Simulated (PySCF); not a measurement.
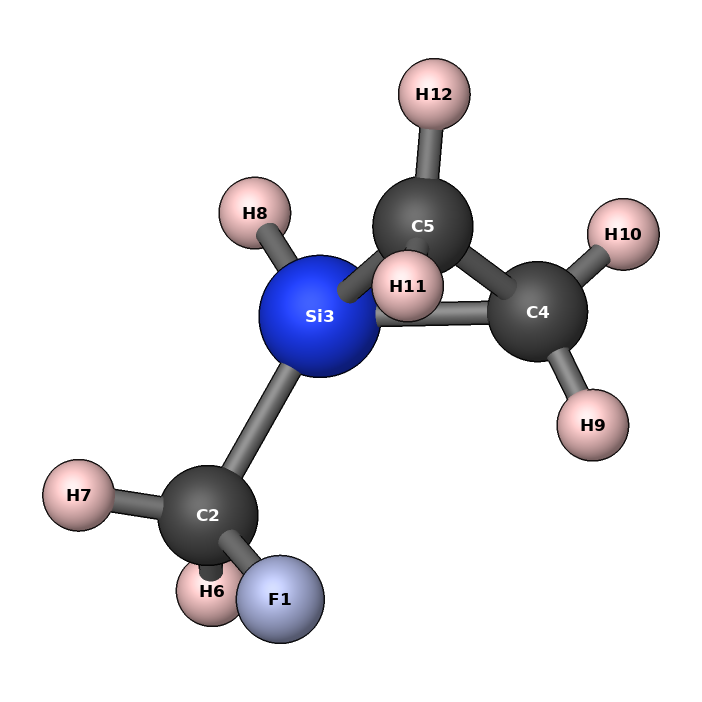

The geometry was computed by an optimisation with PBE0-D3(BJ)/def2-SVP. No frequency run is at hand to confirm it as a minimum. Properties computed with GIAO BP86/pcSseg-2 NMR shielding, non-relativistic, gas phase (PySCF 2.14.0). Principal shieldings σ11 ≤ σ22 ≤ σ33, span Ω = σ33 − σ11, skew κ = 3(σiso − σ22)/Ω.

Give the shielding tensors of the F atoms.

```
atom    σ11    σ22    σ33   σiso      Ω      κ
  F1  402.3  475.1  511.3  462.9  109.0  −0.34
```

Shieldings and span in ppm.
